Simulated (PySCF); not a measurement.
C₄H₁₀Si (SMILES C[SiH]1CCC1)

The calculation's input:

```
{"job": {"kind": "nmr", "xc": "CAM-B3LYP", "basis": "pcSseg-1", "solvent": "methanol", "every": 1, "pop": false}, "charge": 0, "multiplicity": 1}
C      2.045698    -0.457540    -0.101568
Si     0.618369     0.774313     0.091436
C     -0.839600     0.182376     1.180746
C     -1.325064    -0.591644    -0.053985
C     -0.904358     0.467770    -1.079460
H      1.691021    -1.475880    -0.223507
H      2.650711    -0.211472    -0.968659
H      2.694992    -0.433905     0.768319
H      1.122944     2.143079     0.253748
H     -1.530619     0.982030     1.428440
H     -0.677103    -0.418805     2.074190
H     -2.393520    -0.827648    -0.052124
H     -0.777087    -1.521416    -0.187054
H     -0.778016     0.108911    -2.098701
H     -1.599537     1.300520    -1.086492
```

Launched as:

```sh
OMP_NUM_THREADS=1 python ens_run.py task.json out
```

Geometry: GFN2-xTB, coordinate held.

Method: CAM-B3LYP/pcSseg-1, SCF density, in a methanol solvent model, non-relativistic (PySCF).

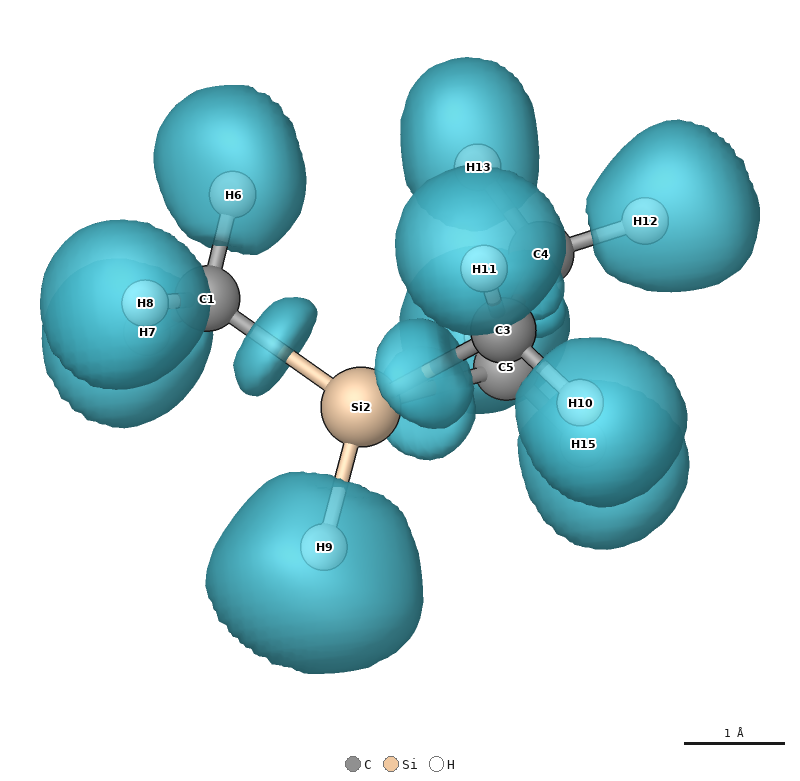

Figure 1. Isosurface of the electron localisation function at 0.85 (cyan), seen from one side. Core shells and regions of very low density are left out.

**Describe the localisation domains.**

The ELF exceeds this value in two regions between bonded C–C atoms (shared pairs), three regions between bonded C–Si atoms (shared pairs) and ten regions around hydrogen nuclei.


C–C (1.53 Å): the ELF peaks at about 0.95 between the atoms, as expected for a covalent bond. C–Si (1.90 Å): the ELF peaks at about 0.95 between the atoms: a covalent bond.

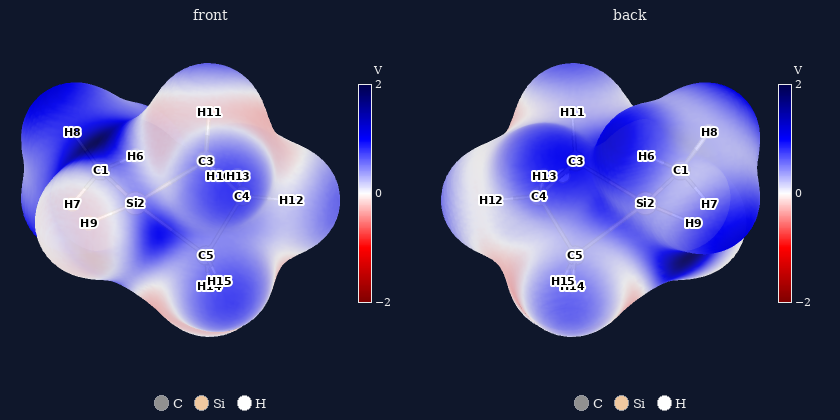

Figure 2. The molecular electrostatic potential painted on the density surface at 0.004 e/bohr³, seen from the front and from behind; red is negative and blue positive.

**Where is the surface potential most negative and most positive?**

The most negative region (about −0.3 V) lies over C3 and C5, the most positive (about +1.8 V) over Si2.

**How polar is the molecule by this calculation?**

Its dipole moment is 0.84 D.

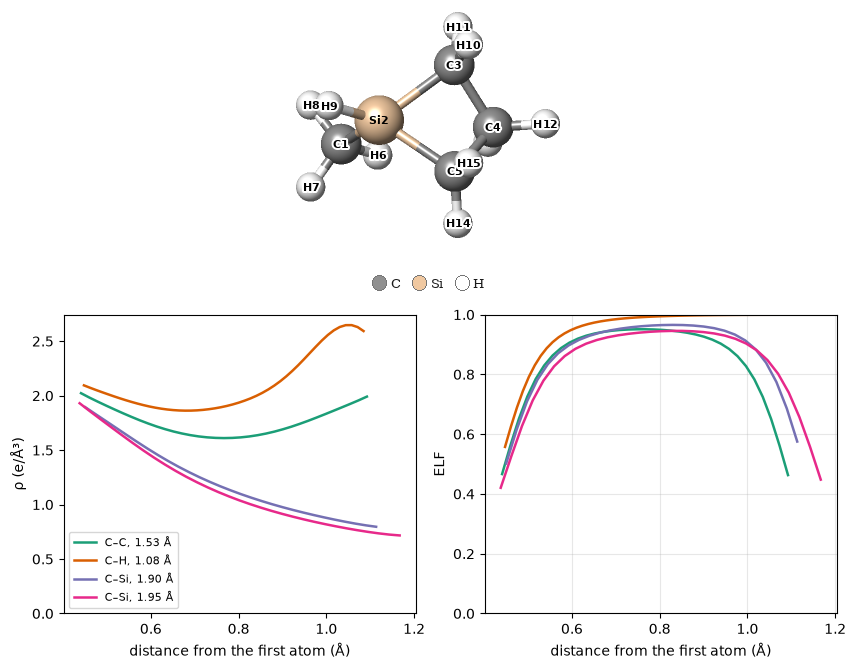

Figure 3. Total electron density and electron localisation function along straight lines between neighbouring atoms. The curves leave out the atomic cores. The structure is drawn too.

**Compare the contacts.**

C–C (1.53 Å): ρ at the midpoint is about 1.6 e/Å³; the ELF peaks at about 0.95 between the atoms, as expected for localised, covalent bonding.
C–H (1.08 Å): ρ at the midpoint is about 2 e/Å³; the ELF climbs to about 1 towards the hydrogen, as it does in any bond to H; an ordinary covalent bond to hydrogen.
C–Si (1.90 Å): ρ is about 0.93 e/Å³ halfway; the ELF peaks at about 0.95 between the atoms (a shared electron pair).
C–Si (1.95 Å): ρ is about 0.84 e/Å³ halfway; the ELF peaks at about 0.95 between the atoms: a shared electron pair.
